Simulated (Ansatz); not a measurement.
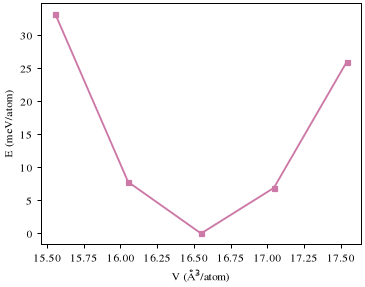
Figure: YSi2Ru2 in space group I4/mmm (No. 139; Y on 2a, Ru on 4d, Si on 4e) under volume change, plane-wave PAW r²SCAN (Ansatz code), shape and atoms relaxed at each volume.

Question: What does a third-order Birch–Murnaghan fit give for V₀, B₀ and B′?

Answer: V₀ = 16.55 Å³/atom, B₀ = 157 GPa, B′ = 5.2.

The workflow started from an entry of the Crystallography Open Database (COD). Whether it is the stable phase at ambient conditions was not checked. Symmetry was held in the r²SCAN relaxation; its stability against distortions is not shown here. No spin polarisation was allowed.

Potentials: the later of the program's two PAW sets.
